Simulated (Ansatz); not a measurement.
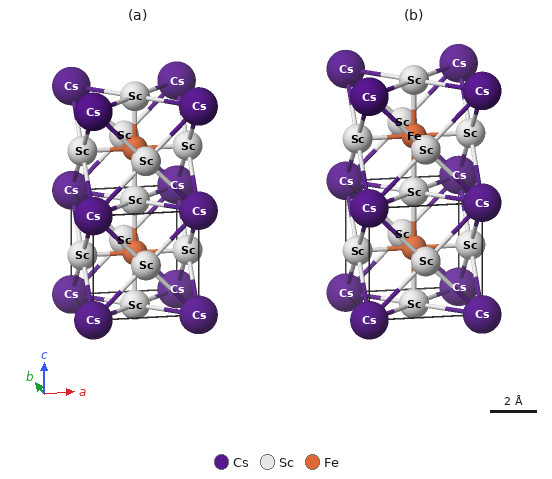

The structure of solid CsSc3Fe (built on the cubic perovskite type) (coarse preliminary run) before (left) and after (right) a relaxation, at one scale.

A ball-and-stick model of the cell of the calculation, repeated 1 × 1 × 2 with one cell outlined, seen slightly off an axis.

Case: cubic perovskite type (Pm-3m, No. 221).

All numbers below come from DFT PBE, scalar-relativistic, plane waves, PAW (Ansatz). Settings: plane-wave cutoff 420 eV; k-point mesh 4 × 4 × 4; occupations gaussian; smearing width 0.1 eV; no spin polarisation; cell and atoms relaxed; force threshold 0.04 eV/Å; at most 70 steps.

**Describe what moved and what it gained.**

The atoms keep their places relative to the cell (all moves are under 0.005 Å). The volume changes by +23.4 %, with a = b = c 4.767 → 5.113 Å (+7.3 %). Some distances before and after: Cs–Sc 3.371 → 3.616 Å, Sc–Sc 3.371 → 3.616 Å, Fe–Sc 2.383 → 2.557 Å. The space group stays Pm-3m (No. 221). The energy falls by 181 meV per atom in 3 accepted moves (4 points after the start). All forces vanish by symmetry, so only the cell relaxes. The pressure goes from 13.08 to 0.26 GPa. The SCF was repeated once at an unchanged geometry on a basis and grid sized afresh for the cell, which shifted the energy by 3.0 meV per atom at most.

Limits of the set-up: an element that often carries a moment was run without spin polarisation.
